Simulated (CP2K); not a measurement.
# CF4 (tetrafluoromethane) at revPBE-D3(BJ)/TZV2P-MOLOPT-PBE-GTH (core potential)

Aim: the energy change on altering one bond length of CF4 (tetrafluoromethane) at revPBE-D3(BJ)/TZV2P-MOLOPT-PBE-GTH (core potential), from 2 runs. 

The calculation is run with CP2K 2026.2.

2 further runs of the same task are left out: 1 that didn't finish, 1 set aside as unsound or not needed.

### Step 1. Starting point

CF4: 5 atoms, total charge 0, spin state singlet. As SMILES, `FC(F)(F)F`. The shape is that of a PBE0-D4/def2-TZVP optimisation.

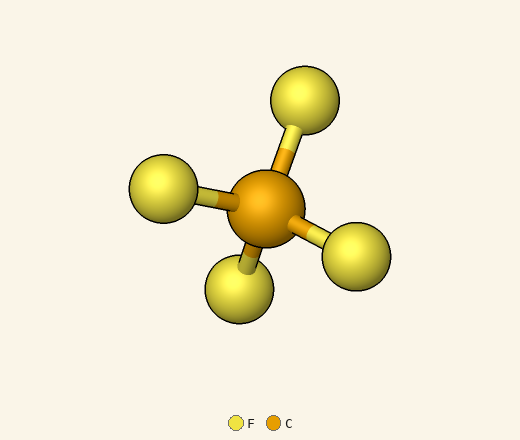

Viewed from a chosen angle; fluorine yellow, carbon amber.

### Step 2. A single-point energy at revPBE-D3(BJ)/TZV2P-MOLOPT-PBE-GTH (core potential)

The input, job.inp:

```
&GLOBAL
  PROJECT job
  RUN_TYPE ENERGY
  PRINT_LEVEL MEDIUM
&END

&FORCE_EVAL
  METHOD Quickstep
  &DFT
    BASIS_SET_FILE_NAME BASIS_MOLOPT_UZH
    POTENTIAL_FILE_NAME POTENTIAL_UZH
    &QS
      METHOD GPW
      EPS_DEFAULT 1.0E-10
    &END
    &MGRID
      CUTOFF 400
      REL_CUTOFF 50
      NGRIDS 4
    &END
    # isolated system
    &POISSON
      PERIODIC NONE
      POISSON_SOLVER MULTIPOLE
    &END
    # SCF settings
    &SCF
      SCF_GUESS ATOMIC
      EPS_SCF 1.0E-06
      MAX_SCF 50
      &OT
        MINIMIZER DIIS
        PRECONDITIONER FULL_ALL
      &END
      &OUTER_SCF
        EPS_SCF 1.0E-06
        MAX_SCF 8
      &END
    &END
    &XC
      &XC_FUNCTIONAL
        &PBE
          PARAMETRIZATION REVPBE
        &END
      &END
      &VDW_POTENTIAL
        POTENTIAL_TYPE PAIR_POTENTIAL
        &PAIR_POTENTIAL
          TYPE DFTD3(BJ)
          PARAMETER_FILE_NAME dftd3.dat
          REFERENCE_FUNCTIONAL revPBE
          R_CUTOFF 15
        &END
      &END
    &END
    # extra output
    &PRINT
      &MOMENTS
        PERIODIC F
        REFERENCE COM
        MAX_MOMENT 1
      &END
      &MO_CUBES
        NLUMO 1
        NHOMO -1
        WRITE_CUBE F
      &END
      &HIRSHFELD OFF
      &END
    &END
  &END
  # atoms, cell and kinds
  &SUBSYS
    # vacuum box
    &CELL
      ABC 9 9 9
      PERIODIC NONE
    &END
    &COORD
      UNIT bohr
      F     -1.6064562     0.0478101     1.8698840
      C      0.0188973    -0.0277790    -0.0156847
      F      2.1873580    -0.9473197     0.7938739
      F     -0.8768329    -1.4853247    -1.8258534
      F      0.3715202     2.2733405    -0.9008324
    &END
    &TOPOLOGY
      &CENTER_COORDINATES
      &END
    &END
    &KIND F
      BASIS_SET TZV2P-MOLOPT-PBE-GTH-q7
      POTENTIAL GTH-PBE-q7
    &END
    &KIND C
      BASIS_SET TZV2P-MOLOPT-PBE-GTH-q4
      POTENTIAL GTH-PBE-q4
    &END
  &END
&END
```

Launch:

```bash
OMP_NUM_THREADS=1 cp2k.psmp job.inp > job.out
```

Output:

```text
CP2K| version string:                                       CP2K version 2026.2
[...]
 GLOBAL| Method name                                                        CP2K
[...]
 GLOBAL| Run type                                                         ENERGY
[...]
 DFT| Spin restricted Kohn-Sham (RKS) calculation                            RKS
 DFT| Multiplicity                                                             1
[...]
 DFT| Charge                                                                   0
[...]
 FUNCTIONAL| PBE:
[...]
 QS| Method:                                                                 GPW
[...]
 QS| Density cutoff [a.u.]:                                                200.0
[...]
 QS| Relative density cutoff [a.u.]:                                        25.0
[...]
                             - Atoms:                                          5
[...]
                             - Spherical basis functions:                    145
[...]
 Number of electrons:                                                         32
[...]
     1 OT DIIS     0.15E+00    1.1     0.13352485      -100.3999591658 -1.00E+02
[...]
    26 OT DIIS     0.15E+00    1.1     0.00000069      -102.7667053657 -8.03E-11
  *** SCF run converged in    26 steps ***
[...]
  Overlap energy of the core charge distribution:               0.00000002354497
  Self energy of the core charge distribution:               -270.74483357518955
  Core Hamiltonian energy:                                     76.93790834924337
  Hartree energy:                                             111.58155529984799
  Exchange-correlation energy:                                -20.53629579724912
  Dispersion energy:                                           -0.00503966588990
  Total energy:                                              -102.76670536569222
[...]
                     Mulliken Population Analysis
 #  Atom  Element  Kind  Atomic population                           Net charge
       1     F        1          7.233563                             -0.233563
       2     C        2          3.065735                              0.934265
       3     F        1          7.233760                             -0.233760
       4     F        1          7.233395                             -0.233395
       5     F        1          7.233547                             -0.233547
 # Total charge                             32.000000                 -0.000000
[...]
  Dipole moment [Debye]
    X= -0.3908983E-04 Y=  0.1052540E-02 Z=  0.7543999E-03  Total=      0.0012956
[...]
 WARNING : did not converge in ot_eigensolver
 number of iterations          299  exceeded maximum
 current gradient / target gradient   3.0701877924511667E-004  /    1.0000000000000001E-005
[...]
 HOMO - LUMO gap [eV] :   13.049302
 ENERGY| Total FORCE_EVAL ( QS ) energy [hartree]           -102.766705365692218
[...]
```

Run time: 33 s. Hardware: 1 thread of Arm Neoverse V1, shared host; peak memory 0.73 GiB.

### Step 3. The distorted shape, same level

The input, molecule.xyz:

```xyz
5

F     -0.707905     0.256682     1.276860
C      0.152195     0.216682     0.279060
F      1.299695    -0.269918     0.707460
F     -0.464000    -0.786000    -0.966200
F      0.338795     1.434382    -0.189340
```

The input, mol.inp:

```
&GLOBAL
  PROJECT_NAME mol
  RUN_TYPE ENERGY
  PRINT_LEVEL MEDIUM
&END GLOBAL

&FORCE_EVAL
  METHOD QUICKSTEP
  &DFT
    BASIS_SET_FILE_NAME BASIS_MOLOPT_UZH
    POTENTIAL_FILE_NAME POTENTIAL_UZH
    &QS
      METHOD GPW
      EPS_DEFAULT 1.0E-10
    &END QS
    &MGRID
      CUTOFF 400
      REL_CUTOFF 50
      NGRIDS 4
    &END MGRID
    &POISSON
      PERIODIC NONE
      POISSON_SOLVER MULTIPOLE
    &END POISSON
    # self-consistent field
    &SCF
      SCF_GUESS ATOMIC
      EPS_SCF 1.0E-06
      MAX_SCF 40
      &OT
        MINIMIZER DIIS
        PRECONDITIONER FULL_ALL
      &END OT
      &OUTER_SCF
        EPS_SCF 1.0E-06
        MAX_SCF 5
      &END OUTER_SCF
    &END SCF
    &XC
      &XC_FUNCTIONAL
        &PBE
          PARAMETRIZATION REVPBE
        &END PBE
      &END XC_FUNCTIONAL
      &VDW_POTENTIAL
        POTENTIAL_TYPE PAIR_POTENTIAL
        &PAIR_POTENTIAL
          TYPE DFTD3(BJ)
          PARAMETER_FILE_NAME dftd3.dat
          REFERENCE_FUNCTIONAL revPBE
          R_CUTOFF 15
        &END PAIR_POTENTIAL
      &END VDW_POTENTIAL
    &END XC
    &PRINT
      &MOMENTS
        PERIODIC F
        REFERENCE COM
        MAX_MOMENT 1
      &END MOMENTS
      &MO_CUBES
        NLUMO 1
        NHOMO -1
        WRITE_CUBE F
      &END MO_CUBES
      &HIRSHFELD OFF
      &END HIRSHFELD
    &END PRINT
  &END DFT
  &SUBSYS
    &CELL
      ABC 9 9.2 9.2
      PERIODIC NONE
    &END CELL
    &TOPOLOGY
      COORD_FILE_NAME molecule.xyz
      COORD_FILE_FORMAT XYZ
      &CENTER_COORDINATES
      &END CENTER_COORDINATES
    &END TOPOLOGY
    &KIND F
      BASIS_SET TZV2P-MOLOPT-PBE-GTH-q7
      POTENTIAL GTH-PBE-q7
    &END KIND
    &KIND C
      BASIS_SET TZV2P-MOLOPT-PBE-GTH-q4
      POTENTIAL GTH-PBE-q4
    &END KIND
  &END SUBSYS
&END FORCE_EVAL
```

Launch:

```bash
OMP_NUM_THREADS=1 cp2k.psmp mol.inp > mol.out
```

Output, cut to the lines that bear on the results:

```text
CP2K| version string:                                       CP2K version 2026.2
[...]
 GLOBAL| Method name                                                        CP2K
[...]
 GLOBAL| Run type                                                         ENERGY
[...]
 DFT| Spin restricted Kohn-Sham (RKS) calculation                            RKS
 DFT| Multiplicity                                                             1
[...]
 DFT| Charge                                                                   0
[...]
 FUNCTIONAL| PBE:
[...]
 QS| Method:                                                                 GPW
[...]
 QS| Density cutoff [a.u.]:                                                200.0
[...]
 QS| Relative density cutoff [a.u.]:                                        25.0
[...]
                             - Atoms:                                          5
[...]
                             - Spherical basis functions:                    145
[...]
 Number of electrons:                                                         32
[...]
     1 OT DIIS     0.15E+00    1.1     0.12770376      -100.0679759505 -1.00E+02
[...]
    31 OT DIIS     0.15E+00    1.1     0.00000089      -102.7276396298 -3.69E-10
  *** SCF run converged in    31 steps ***
[...]
  Overlap energy of the core charge distribution:               0.00000001766569
  Self energy of the core charge distribution:               -270.74483357518955
  Core Hamiltonian energy:                                     76.30239677946565
  Hartree energy:                                             112.08369619465330
  Exchange-correlation energy:                                -20.36399147758292
  Dispersion energy:                                           -0.00490756881230
  Total energy:                                              -102.72763962980014
[...]
                     Mulliken Population Analysis
 #  Atom  Element  Kind  Atomic population                           Net charge
       1     F        1          7.189711                             -0.189711
       2     C        2          3.088580                              0.911420
       3     F        1          7.189372                             -0.189372
[...]
  Dipole moment [Debye]
    X=  0.6186381E+00 Y=  0.1007084E+01 Z=  0.1250801E+01  Total=      1.7208817
[...]
 HOMO - LUMO gap [eV] :    6.192740
 ENERGY| Total FORCE_EVAL ( QS ) energy [hartree]           -102.727639629800137
[...]
```

Wall time 39 s (1 thread of Arm Neoverse V1, shared host); peak memory 0.73 GiB.

### Step 4. Results

At revPBE-D3(BJ)/TZV2P-MOLOPT-PBE-GTH (core potential):

| quantity | value |
| --- | --- |
| first shape: total energy | -102.76671 Eh |
| first shape: dipole moment | 0.00 D |
| first shape: HOMO energy | -10.28 eV |
| first shape: LUMO energy | 2.77 eV |
| first shape: HOMO–LUMO gap | 13.05 eV |
| first shape: dispersion energy | -13.23 kJ/mol |
| distorted shape: total energy | -102.72764 Eh |
| distorted shape: dipole moment | 1.72 D |
| distorted shape: HOMO energy | -9.15 eV |
| distorted shape: LUMO energy | -2.96 eV |
| distorted shape: HOMO–LUMO gap | 6.19 eV |
| distorted shape: dispersion energy | -12.88 kJ/mol |
| energy change with the C2–F4 bond stretched from 1.318 to 1.713 Å | 1.063 eV |

**Reading.** With the C2–F4 bond stretched from 1.318 to 1.713 Å the energy rises by 1.06 eV (25 kcal/mol). The first shape isn't relaxed at this level, so the change isn't measured from a minimum.
